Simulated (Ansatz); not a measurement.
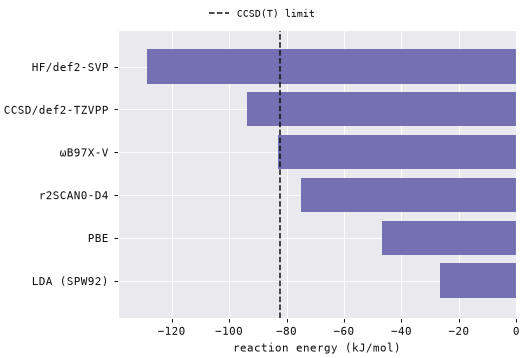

Electronic reaction energy of BSi₂H₆Cl (B[SiH2][SiH2]Cl) + BH₂OF (OBF) → B₂SiH₅OF (B[SiH2]OBF) + SiH₃Cl ([SiH3]Cl) (SMILES in brackets) at several levels (functionals in def2-TZVPP unless a basis is named), isolated molecules at PBE0-D4 triple-zeta geometries, minima by their frequencies, no zero-point or thermal terms, the Ansatz code. The line is frozen-core CCSD(T) at the basis limit (MP2 extrapolated from triple and quadruple zeta, plus CCSD(T) less MP2 in a smaller set). No dispersion term is added to PBE. The distance of HF/def2-SVP and CCSD/def2-TZVPP to the limit includes basis error.

> Which level comes closest to the line (CCSD(T) limit), and which misses most?

Closest ωB97X-V (−83.1 kJ/mol), against −82.3 kJ/mol; farthest LDA (SPW92) (−26.5 kJ/mol).

> Give the values.

```csv
level,kJ/mol,less CCSD(T) limit
HF/def2-SVP,−128.6,−46.3
CCSD/def2-TZVPP,−93.9,−11.6
ωB97X-V,−83.1,−0.8
r2SCAN0-D4,−75.1,7.2
PBE,−46.9,35.4
LDA (SPW92),−26.5,55.8
CCSD(T) limit,−82.3,0.0
```

Note: one conformer of each flexible molecule.
